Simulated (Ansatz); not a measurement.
## Electronic structure of CH2F2 (SMILES FCF) in real space

```tsv
atom	x (Å)	y (Å)	z (Å)
C	-0.2952	0.3492	0.0174
F	-0.6112	1.2855	0.9392
F	-0.5334	-0.8725	0.5437
H	-0.9361	0.4865	-0.8579
H	0.7701	0.4303	-0.2157
```

Geometry: PBE0-D4/def2-TZVP.

Level of theory: Ansatz 0.2.0, isolated molecule in a Gaussian basis; Kohn-Sham density functional theory, functional PBE0.

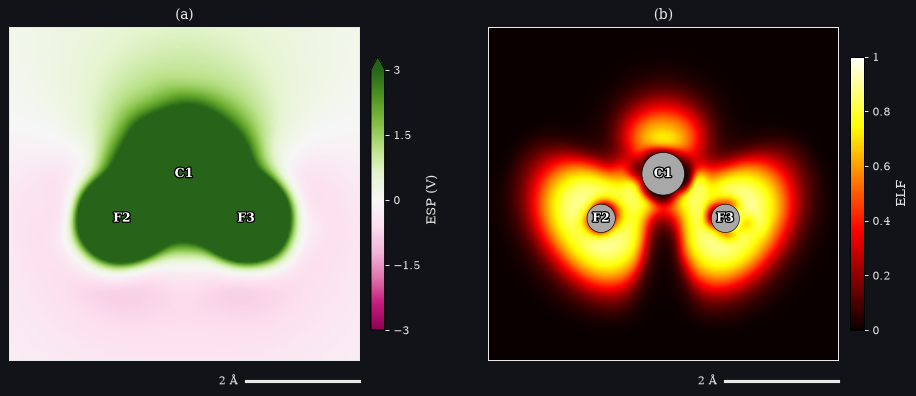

Figure 1. (a) electrostatic potential; (b) electron localisation function on the plane of atoms F2, C1 and F3. Grey discs cover the atomic cores in the ELF map.

Read the bonding off the picture.

The plane passes through C and F nuclei. C–F (1.35 Å): the ELF peaks at about 0.85 between the atoms; a polar covalent bond. The ELF also peaks beside F2 and F3, away from the bonds: lone-pair regions. Outside the dense part of the molecule the potential is most negative (−0.8 V) near F2 and F3.

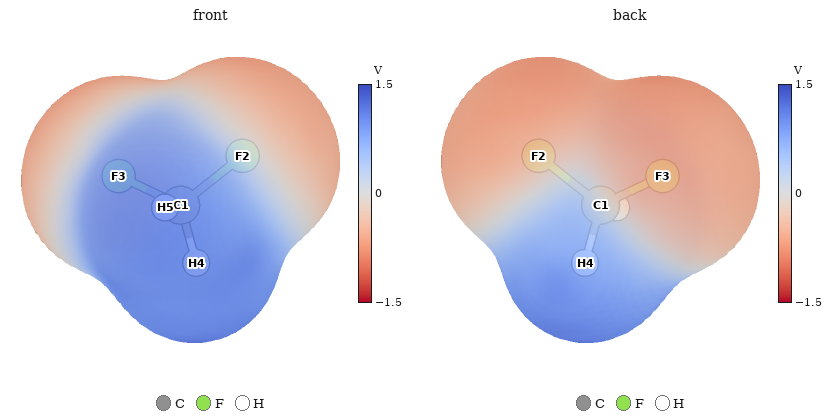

Figure 2. The electrostatic potential painted on the density surface at 0.001 e/bohr³, seen from the front and from behind; the colour scale runs from red (negative) to blue (positive).

Where is the surface potential most negative and most positive?

The most negative region (about −0.7 V) lies over F2 and F3, the most positive (about +1.1 V) over H4 and H5.

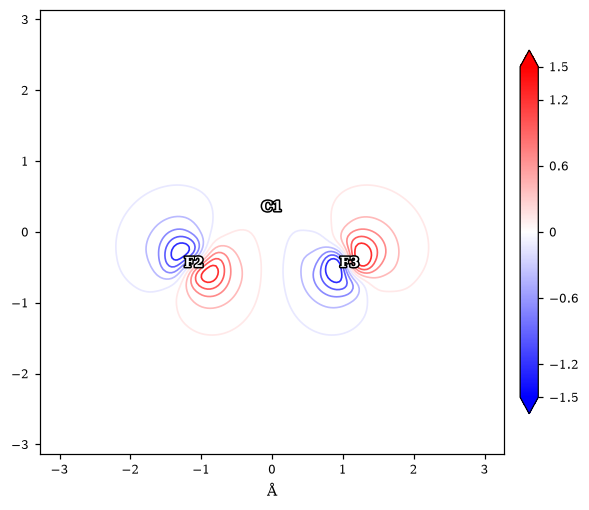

Figure 3. The HOMO−1 on the plane of atoms F2, C1 and F3 (values in Å⁻³ᐟ²; the overall sign is arbitrary).

Describe this orbital and give its energy.

By Hirshfeld shares it lies mainly on F2 (about 45 %) and F3 (about 45 %); largely a combination of lone pairs on F2 and F3. Its energy is −11.71 eV.
